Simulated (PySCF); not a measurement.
SMILES c1c(C)c(ccc1)-c1nccs1 at its GFN2-xTB optimised geometry (Å):

```
21

C     -1.7643    -2.1351    -0.0393
C     -0.2983    -1.8567    -0.0174
C      0.5996    -2.9163    -0.0145
C      1.9675    -2.7157     0.0052
C      2.4708    -1.4252     0.0219
C      1.5997    -0.3570     0.0194
C      0.2151    -0.5466     0.0005
C     -0.6491     0.6127     0.0000
N     -1.9389     0.6127     0.0000
C     -2.4668     1.8518     0.0002
C     -1.5658     2.8691     0.0000
S      0.0339     2.2495     0.0000
H     -2.2442    -1.7063     0.8380
H     -2.2257    -1.6702    -0.9080
H     -1.9501    -3.2062    -0.0631
H      0.2128    -3.9254    -0.0279
H      2.6384    -3.5619     0.0074
H      3.5365    -1.2535     0.0370
H      1.9910     0.6504     0.0327
H     -3.5365     1.9612     0.0005
H     -1.7415     3.9254     0.0001
```

Level of theory: B3LYP/def2-SVP run with PySCF.

Map of the LUMO amplitude (bohr^(-3/2)) on the plane z = 1.0 Å; orbital energy -1.53 eV, overall sign arbitrary:

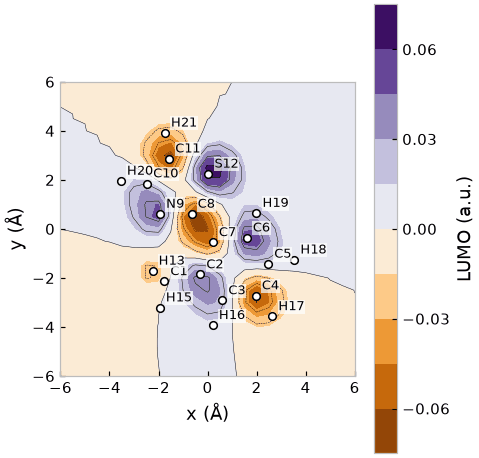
Figure: LUMO amplitude (bohr^(-3/2)) on the plane z = 1.0 Å.
